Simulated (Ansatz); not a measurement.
# CH$_{4}$Ge···HF: what the fields show

```xyz
8

Ge   -0.0338    0.1988   -0.8223
F     1.5009   -0.1621    1.5842
H     2.0842    0.0918    0.9343
H    -1.2051    1.0344   -0.1743
C    -0.9793   -1.5546   -0.7575
H    -1.5289   -1.6793    0.1735
H    -1.7121   -1.5756   -1.5781
H    -0.2964   -2.3936   -0.8936
```

Method: RHF/def2-SVP (Ansatz 0.2.0).

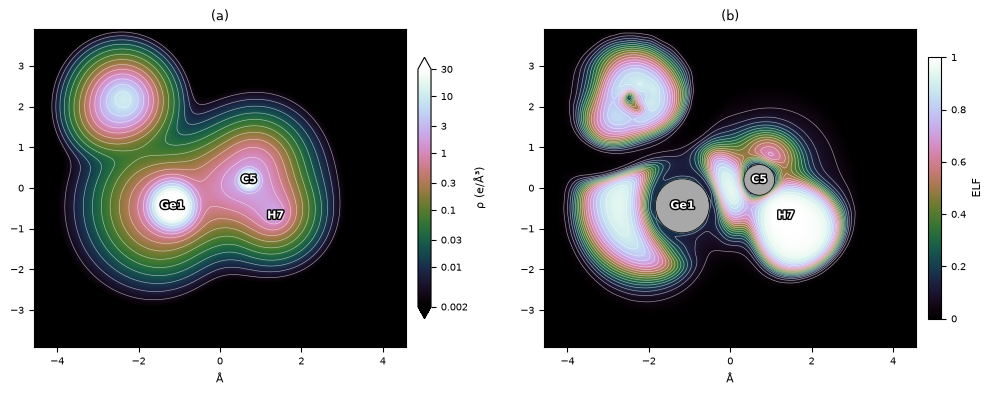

Figure 1. (a) electron density; (b) electron localisation function on the plane of atoms Ge1, C5 and H7. Grey discs cover the atomic cores in the ELF map.

### What do the fields say about this system?

Atoms in the plane: Ge, C and H. C–Ge (1.99 Å): ρ at the midpoint is about 0.84 e/Å³; the ELF peaks at about 0.95 in the valence shell of C, 0.7 Å from its nucleus, and is about 0.75 at the midpoint. C–H (1.10 Å): ρ at the midpoint is about 1.8 e/Å³; the ELF climbs to about 1 towards the hydrogen, as it does in any bond to H; an ordinary covalent bond to hydrogen. The ELF also peaks beside F2, away from the bonds: lone-pair regions.

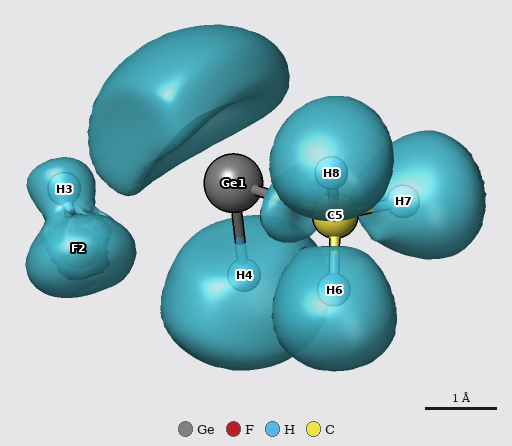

Figure 2. Isosurface of the ELF at 0.8 (cyan), seen from one side. Core shells and regions of very low density are left out.

### Describe the localisation domains.

The surface consists of four regions around hydrogen nuclei, one lobe of the valence shell of C pointing towards Ge (polar bonds), one lobe on Ge, pointing away from the bonds (lone pairs) and one joined region spread over several atoms (F, H), in which their bonds and any lone pairs are merged. Along the contacts the grid gives the following. Ge1···F2 (2.88 Å): the ELF dips to about 0.05 between them.

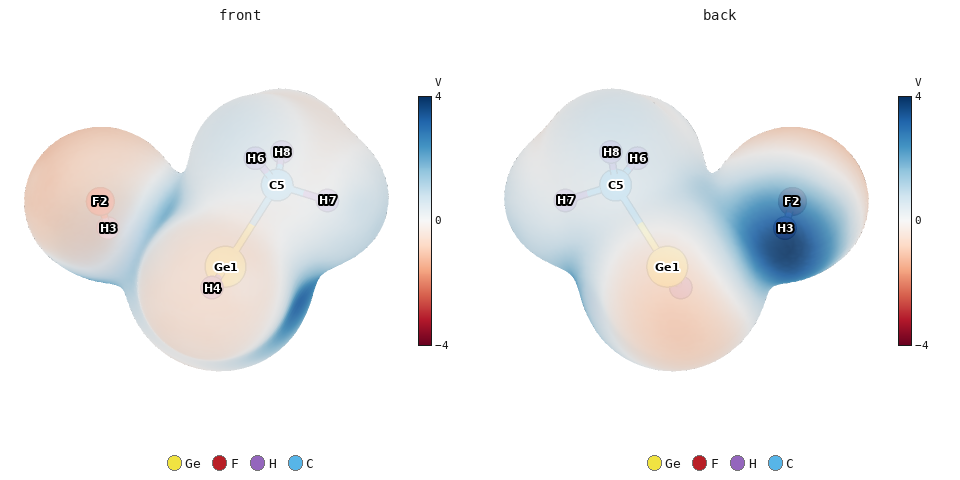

Figure 3. The electrostatic potential painted on the density surface at 0.002 e/bohr³, seen from the front and from behind; the colour scale runs from red (negative) to blue (positive).

### Which sites attract a positive test charge, and which a negative one?

A positive charge is drawn to the negative regions and a negative charge to the positive ones. The most negative region (about −0.9 V) lies over Ge1 and F2, the most positive (about +3.7 V) over H3.

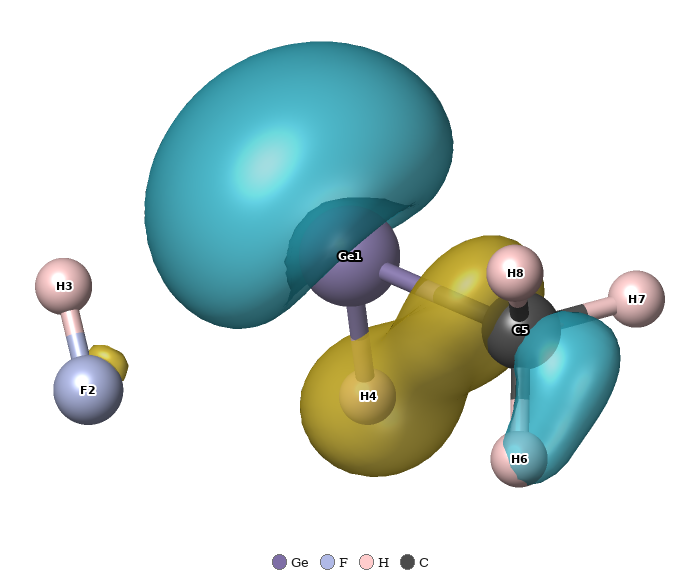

Figure 4. The HOMO at ±0.15 Å⁻³ᐟ² (yellow and cyan are the two phases), seen from one side.

### What is the character of this orbital?

By Hirshfeld shares it lies mainly on Ge1 (about 75 %), C5 (about 10 %) and H4 (about 10 %). Its energy is −8.62 eV.
